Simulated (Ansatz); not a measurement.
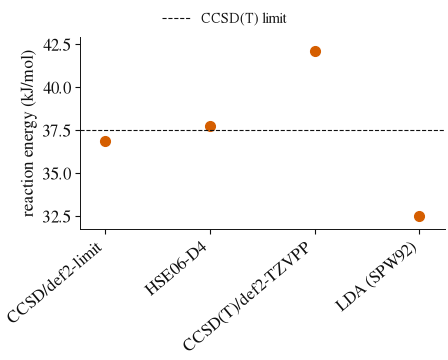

Electronic reaction energy of GaSiH₅O₄ (O[Si](O)(O)[O][GaH2]) + CH₅N (CN) → CH₆GaN (C[NH][GaH2]) + SiH₄O₄ (O[Si](O)(O)O) (SMILES in brackets) at several levels (functionals in def2-TZVPP unless a basis is named), isolated molecules at PBE0-D4 triple-zeta geometries, minima by their frequencies, no zero-point or thermal terms, the Ansatz code 0.2.0. The line is frozen-core CCSD(T) at the basis limit (MP2 extrapolated from triple and quadruple zeta, plus CCSD(T) less MP2 in a smaller set). The distance of CCSD(T)/def2-TZVPP to the limit includes basis error. The limit lies 4.6 kJ/mol from CCSD(T)/def2-TZVPP, so the line itself is uncertain by a part of that.

Q: What range do the values span, the line included?

A: From 32.5 kJ/mol (LDA (SPW92)) to 42.1 kJ/mol (CCSD(T)/def2-TZVPP).

Q: What do zero-point energy and temperature add?

A: Zero-point change −3.6 kJ/mol; at 298.15 K and 1 bar the CCSD(T) limit plus thermal terms gives an enthalpy of reaction of 34.3 and a free energy of 31.3 kJ/mol (harmonic PBE0-D4 modes, ideal gas).

Note: no scalar relativity up to krypton; outer-core shells are correlated without core-valence functions, which makes the correlated values less sure; one conformer of each flexible molecule.
